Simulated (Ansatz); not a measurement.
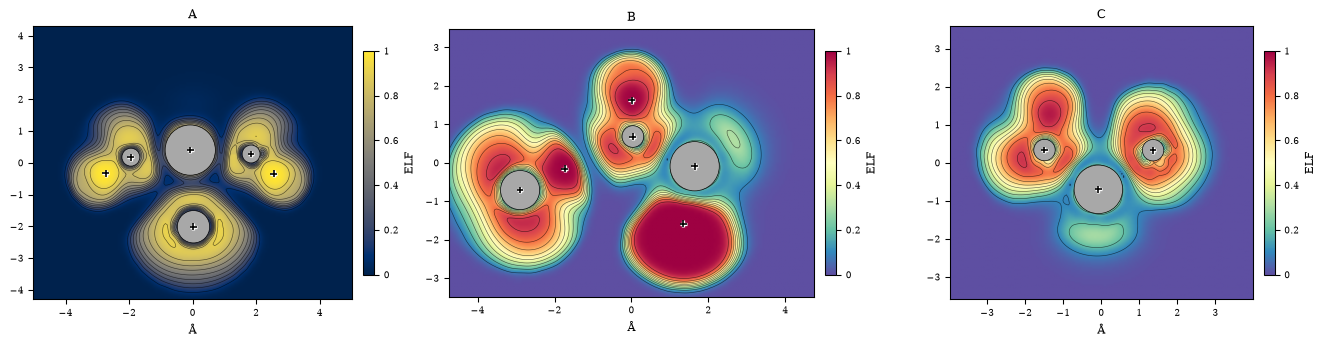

The ELF of 3 systems, each on a plane through atoms (crosses mark nuclei in the plane; grey discs cover the cores).

Method: Ansatz 0.2.0, RHF/def2-SVP.

System 1: ClH4O4Ta, the plane of atoms O6, Ta1 and Cl10. Core potentials replace the inner electrons of Ta.

```json
{"atom": "Ta", "x (Å)": "-0.0575", "y (Å)": "-0.1131", "z (Å)": "-0.0011"}
{"atom": "O", "x (Å)": "1.8312", "y (Å)": "-0.0262", "z (Å)": "-0.0062"}
{"atom": "H", "x (Å)": "2.4228", "y (Å)": "-0.0032", "z (Å)": "0.7312"}
{"atom": "O", "x (Å)": "-0.0963", "y (Å)": "-0.3190", "z (Å)": "1.9064"}
{"atom": "H", "x (Å)": "-0.4048", "y (Å)": "-0.8906", "z (Å)": "2.5889"}
{"atom": "O", "x (Å)": "-0.1983", "y (Å)": "-0.2038", "z (Å)": "-1.8755"}
{"atom": "H", "x (Å)": "-0.4704", "y (Å)": "-0.5959", "z (Å)": "-2.6864"}
{"atom": "O", "x (Å)": "-0.8865", "y (Å)": "1.5825", "z (Å)": "0.1166"}
{"atom": "H", "x (Å)": "-1.0997", "y (Å)": "2.0794", "z (Å)": "0.8925"}
{"atom": "Cl", "x (Å)": "-1.2834", "y (Å)": "-2.1942", "z (Å)": "0.0072"}
```

System 2: GeH4O···HCl, the plane of atoms Ge1, O2 and H3. 

```xyz
8

Ge   -0.3126    0.2868   -0.2114
O    -0.1833   -0.5585    1.3530
H    -0.9246   -0.5089    1.9378
H     1.0252    0.0366   -0.8979
H    -0.5518    1.7782    0.0484
H    -1.4819   -0.3080   -1.0038
Cl    2.2459   -2.3949    2.4825
H     1.2838   -1.6628    2.0491
```

System 3: GeH4O2···H2, the plane of atoms O2, Ge1 and O4. Not at a stationary point (largest force 1.6 eV/Å).

```xyz
9

Ge   -0.2243   -0.1349   -0.0484
O    -0.1091   -0.1431    1.7157
H    -0.6033   -0.8104    2.1642
O     1.3839   -0.3698   -0.7077
H     2.0356   -0.7511   -0.1404
H    -0.7378    1.2022   -0.5534
H    -1.1248   -1.3104   -0.4511
H     1.3190    1.9567    0.8787
H     1.0681    1.7249    1.5015
```

> Which map belongs to which system?

Panel A is system 1, ClH4O4Ta: the plane holds Ta, O, H and Cl. Ta–O (1.88 Å): the ELF peaks at about 0.80 in the valence shell of O, 0.5 Å from its nucleus, and drops to about 0.20 between the two atoms. Panel B is system 2, GeH4O···HCl: the plane holds Ge, O, H and Cl. O2···H8 (1.96 Å): the ELF dips to about 0.10 between them. Panel C is system 3, GeH4O2···H2: the plane holds Ge and O. Ge–O (1.75 Å): the ELF peaks at about 0.85 in the valence shell of O, 0.6 Å from its nucleus, and is about 0.30 at the midpoint.
